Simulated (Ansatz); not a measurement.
**CH5AlFN (SMILES C[NH][AlH][F]) at B2PLYP/def2-SVP**

Aim: the vertical ionisation energy of CH5AlFN at B2PLYP/def2-SVP, from 2 runs. 

The calculation is run with Ansatz 0.2.0.

122 further runs of the same task are left out: 122 set aside as unsound or not needed. Runs told in other sessions of the task aren't counted.

### Step 1. The structure to begin with

The species is CH5AlFN (9 atoms), meant as a singlet with charge 0. As SMILES, `C[NH][AlH][F]`. The shape is that of a PBE0-D4/def2-TZVP optimisation. This is one conformer, not always the lowest.

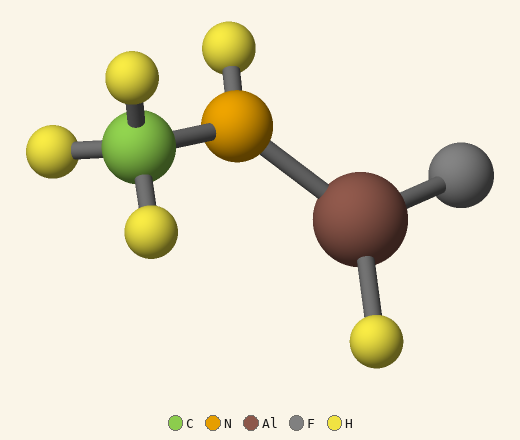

The structure, seen from a chosen angle (carbon green, nitrogen amber, aluminium brown, fluorine grey, hydrogen yellow).

### Step 2. The energy at B2PLYP/def2-SVP

job.yaml reads:

```yaml
crystal:
  periodic: [false, false, false]
  atoms:
    - {symbol: C, position_ang: [-0.498500, 0.834500, -0.836100]}
    - {symbol: N, position_ang: [-0.009500, -0.442400, -0.359300]}
    - {symbol: Al, position_ang: [0.650300, -0.801700, 1.230200]}
    - {symbol: F, position_ang: [1.143100, -2.349500, 1.529300]}
    - {symbol: H, position_ang: [-1.557500, 0.796500, -1.116400]}
    - {symbol: H, position_ang: [-0.401400, 1.589000, -0.050800]}
    - {symbol: H, position_ang: [0.064700, 1.198400, -1.703100]}
    - {symbol: H, position_ang: [-0.081000, -1.165900, -1.058800]}
    - {symbol: H, position_ang: [0.778300, 0.294800, 2.347800]}
basis:
  gaussian:
    orbitals: def2-SVP
magnetization:
  spin_polarized: false
hamiltonian:
  xc: {name: B2PLYP}
correlation:
  frozen_orbitals: {Al: 5, C: 1, F: 1, H: 0, "N": 1}
accuracy: high
output:
  orbitals: {seedname: orbitals}
```

The run is started by

```console
$ ansatz run job.yaml --threads 1 --pin off --max-ram 2610MiB --events-out events.jsonl --progress --plain --runs-dir runs
```

What it wrote:

```text
Warning: RAYON_NUM_THREADS=1 ignored (pool sized by the plan → 1); use --threads N
Functional definition: B2PLYP
  name "B2PLYP"
  parameter a = 0.53
  parameter c = 0.27
  exchange = (1 - a)*b88_x + a*exact_x
  correlation = (1 - c)*lyp_c + c*(mp2_os + mp2_ss)
1942 factors; integrals over basis functions are off by at most 8.1e-9 eV
mean field evaluation 1: about -11899.8825 eV, gradient 5.2e1 eV
mean field evaluation 2: about -11900.2156 eV, gradient 5.2e1 eV
mean field evaluation 4: about -11905.5836 eV, gradient 3.6e0 eV
mean field evaluation 8: about -11905.6346 eV, gradient 4.3e-1 eV
mean field evaluation 16: about -11905.6349 eV, gradient 1.4e-5 eV
mean field -11905.63488271 eV, -437.5240120103 hartree, gradient 2.5e-8 eV, S^2 0.000000; 0 other end points of the search recorded, 0 dependent functions left out
8 core orbitals not correlated: weight in the atoms' cores, before any rotation towards them, 1.000 or more for the frozen orbitals, at most 0.000 for the correlated occupied ones
reference -11905.63490951 eV, -437.5240129953 hartree; 12, 12 occupied and 65, 65 virtual orbitals, 1942 factors
second order -18.60469748 eV of doubles, -0.00000000 eV of singles
Total energy: -11910.65817783 eV, -437.7086147011 hartree
```

It took 9.9 s on 1 thread of Arm Neoverse V2, shared host; peak memory 0.27 GiB.

### Step 3. The doublet cation, same level

input.yaml reads:

```yaml
crystal:
  periodic: [false, false, false]
  atoms:
    - {symbol: C, position_ang: [-0.498500, 0.834500, -0.836100]}
    - {symbol: N, position_ang: [-0.009500, -0.442400, -0.359300]}
    - {symbol: Al, position_ang: [0.650300, -0.801700, 1.230200]}
    - {symbol: F, position_ang: [1.143100, -2.349500, 1.529300]}
    - {symbol: H, position_ang: [-1.557500, 0.796500, -1.116400]}
    - {symbol: H, position_ang: [-0.401400, 1.589000, -0.050800]}
    - {symbol: H, position_ang: [0.064700, 1.198400, -1.703100]}
    - {symbol: H, position_ang: [-0.081000, -1.165900, -1.058800]}
    - {symbol: H, position_ang: [0.778300, 0.294800, 2.347800]}
basis:
  gaussian: {orbitals: def2-SVP}
total_charge: 1
magnetization: {spin_polarized: true, initial_magnetization: 1}
hamiltonian: {xc: {name: B2PLYP}}
correlation: {frozen_orbitals: {Al: 5, C: 1, F: 1, H: 0, "N": 1}}
accuracy: high
output: {orbitals: {seedname: orbitals}}
```

The run is started by

```console
$ ansatz run input.yaml --threads 1 --pin off --max-ram 2610MiB --events-out events.jsonl --progress --plain --runs-dir runs
```

What it wrote:

```text
Warning: RAYON_NUM_THREADS=1 ignored (pool sized by the plan → 1); use --threads N
[... 6 set-up lines as earlier in the session ...]
1943 factors; integrals over basis functions are off by at most 8.1e-9 eV
mean field evaluation 1: about -11879.1447 eV, gradient 5.9e1 eV
mean field evaluation 2: about -11879.2120 eV, gradient 5.9e1 eV
mean field evaluation 4: about -11895.8192 eV, gradient 1.0e1 eV
mean field evaluation 8: about -11896.7389 eV, gradient 5.3e-1 eV
mean field evaluation 16: about -11896.7629 eV, gradient 3.8e-3 eV
mean field evaluation 32: about -11896.7629 eV, gradient 2.5e-8 eV
mean field evaluation 64: about -11889.3729 eV, gradient 9.8e0 eV
mean field -11896.76285835 eV, -437.1979711290 hartree, gradient 2.5e-8 eV, S^2 0.756278; 2 other end points of the search recorded, 0 dependent functions left out
8 core orbitals not correlated: weight in the atoms' cores, before any rotation towards them, 1.000 or more for the frozen orbitals, at most 0.000 for the correlated occupied ones
reference -11896.76288459 eV, -437.1979720930 hartree; 12, 11 occupied and 65, 66 virtual orbitals, 1943 factors
second order -17.32497615 eV of doubles, -0.00000000 eV of singles
Total energy: -11901.44062815 eV, -437.3698759982 hartree
```

Wall time 20 s (1 thread of Arm Neoverse V2, shared host); peak memory 0.52 GiB.

### Step 4. Results

Level: B2PLYP/def2-SVP, 8 core orbitals frozen.

```
                                                                quantity          value
                                           singlet CH5AlFN: total energy  -437.70861 Eh
                      singlet CH5AlFN: HOMO energy (SCF part's orbitals)       -8.14 eV
                      singlet CH5AlFN: LUMO energy (SCF part's orbitals)        1.07 eV
                    singlet CH5AlFN: HOMO–LUMO gap (SCF part's orbitals)        9.21 eV
                                            doublet cation: total energy  -437.36988 Eh
doublet cation: HOMO energy (SCF part's orbitals) (highest over α and β)      -15.91 eV
 doublet cation: LUMO energy (SCF part's orbitals) (lowest over α and β)       -9.73 eV
                                                    doublet cation: ⟨S²⟩          0.756
                      vertical ionisation energy (to the doublet cation)       9.218 eV
```

What this shows: The vertical ionisation energy comes to 9.22 eV (889 kJ/mol). The negative HOMO energy of the first species, 8.14 eV, lies 1.08 eV below that difference.
